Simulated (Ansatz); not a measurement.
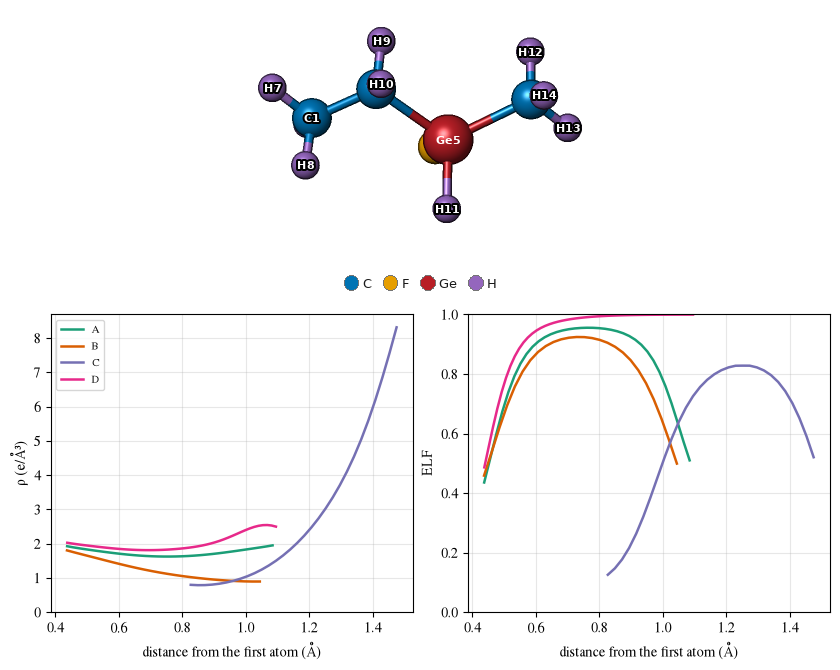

Figure 1: C₃H₉FGe. Electron density and electron localisation function along straight lines between neighbouring atoms. The curves leave out the atomic cores. The structure is drawn too.

Geometry: PBE0-D3(BJ)/pcseg-1.

All numbers below come from isolated molecule in a Gaussian basis; Kohn-Sham density functional theory, functional PBE0 in Ansatz.

Input file:

```
basis:
  gaussian: {orbitals: def2-SVPD}
crystal:
  periodic: [false, false, false]
  atoms:
    - {symbol: C, position_ang: [-0.628862, 0.857609, 3.505940]}
    - {symbol: C, position_ang: [-0.043737, 0.113463, 2.313997]}
    - {symbol: C, position_ang: [-0.650316, -0.979203, -0.725362]}
    - {symbol: F, position_ang: [-2.070205, 1.318194, 0.522658]}
    - {symbol: Ge, position_ang: [-1.370582, -0.274326, 0.935813]}
    - {symbol: H, position_ang: [-1.094481, 1.799359, 3.192561]}
    - {symbol: H, position_ang: [0.144142, 1.095883, 4.247442]}
    - {symbol: H, position_ang: [-1.399339, 0.263955, 4.014237]}
    - {symbol: H, position_ang: [0.754201, 0.699880, 1.838103]}
    - {symbol: H, position_ang: [0.412329, -0.838410, 2.622332]}
    - {symbol: H, position_ang: [-2.562776, -1.090884, 1.470556]}
    - {symbol: H, position_ang: [0.149018, -0.328180, -1.095420]}
    - {symbol: H, position_ang: [-1.438018, -1.033375, -1.484233]}
    - {symbol: H, position_ang: [-0.242994, -1.985191, -0.570827]}
magnetization: {spin_polarized: false, initial_magnetization: 0}
hamiltonian: {xc: {name: PBE0}}
output: {forces: true, orbitals: {seedname: orbitals}}
```

Launched as:

```sh
ansatz run input.yaml --threads 2 --pin off --max-ram 4350MiB --events-out events.jsonl --progress --plain --runs-dir runs
```

### Which curve belongs to which contact (C–C, C–Ge, C–H and Ge–F)? The first atom named is at distance zero.

Curve A: C–C (1.52 Å): ρ at the midpoint is about 1.6 e/Å³; the ELF peaks at about 0.95 between the atoms; a covalent bond. Curve B: C–Ge (1.94 Å): ρ is about 0.91 e/Å³ halfway; the ELF peaks at about 0.90 in the valence shell of C, 0.7 Å from its nucleus, and is about 0.70 at the midpoint. Curve C: Ge–F (1.79 Å): ρ is about 0.8 e/Å³ halfway; the ELF peaks at about 0.85 in the valence shell of F, 0.5 Å from its nucleus, and is about 0.20 at the midpoint. Curve D: C–H (1.10 Å): ρ is about 1.9 e/Å³ halfway; the ELF climbs to about 1 towards the hydrogen, as it does in any bond to H (a covalent bond by its length).
